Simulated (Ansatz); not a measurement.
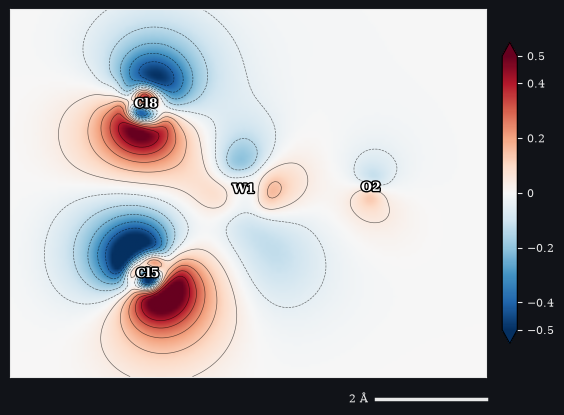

Cl4H4OW. The HOMO−1 on the plane of atoms O2, W1 and Cl8 (values in Å⁻³ᐟ²; the overall sign is arbitrary).

Core potentials replace the inner electrons of W.

These are results of RKS PBE/def2-SVP (Ansatz 0.2.0), not measurements.

Input

```
crystal:
  periodic: [false, false, false]
  atoms:
    - { symbol: W, position_ang: [-0.242319, 0.168063, -0.425405] }
    - { symbol: O, position_ang: [-0.622929, -0.302028, 2.645958] }
    - { symbol: H, position_ang: [-1.572088, -0.462491, 2.468706] }
    - { symbol: H, position_ang: [0.959554, 0.566001, 0.686116] }
    - { symbol: Cl, position_ang: [0.69012, 2.19975, -1.133757] }
    - { symbol: Cl, position_ang: [-2.480392, -0.199758, -0.023959] }
    - { symbol: Cl, position_ang: [0.747361, -1.838538, -0.046835] }
    - { symbol: Cl, position_ang: [-0.446498, -0.184508, -2.728902] }
    - { symbol: H, position_ang: [-0.590697, 1.317778, 0.797016] }
    - { symbol: H, position_ang: [-0.558513, 0.683431, 2.550162] }
basis:
  gaussian: { orbitals: def2-SVP }
hamiltonian:
  xc: pbe
relax:
  f_tol: 0.03
  max_steps: 50
output:
  orbitals: {}
```

Command:

```sh
ansatz run input.yaml --threads 4 --pin off --max-ram 5120MiB --backend cpu --events-out ev --progress --plain --runs-dir out
```

The fields are those of the run's last geometry, not of the input's.

> Where does this orbital lie, and at what energy?

Its weight (Hirshfeld) is mainly on Cl5 (about 50 %) and Cl8 (about 35 %); largely a combination of lone pairs on Cl5 and Cl8. Its energy is −6.82 eV.
